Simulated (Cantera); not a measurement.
Input: 1 mol Fe(CO)5, 0.38 mol CO, 4.8 mol N2, at 0.360 bar.

Cantera equilibrium calculation (NASA polynomials, part measured and part estimated; ideal gas, pure solids and liquids). Candidate condensed phases: C, Fe, Fe(CO)5, FeO, Fe2O3, Fe3O4; 27 gas species. The tables' stoichiometric FeO is somewhat more stable than real wüstite, so its field is too wide. FeO: taken at fixed stoichiometry. Condensed phases not in the tables: cementite and carbon dissolved in iron. Rates play no part.

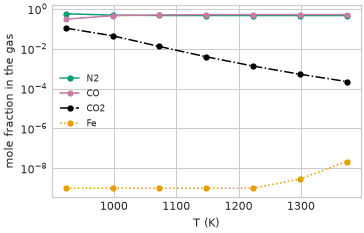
Equilibrium gas composition (values under 1e-9 drawn at 1e-9)

Question: Read off the mole fractions at 1148 K.

Answer: CO about 0.52, N2 about 0.47, CO2 about 0.0040.
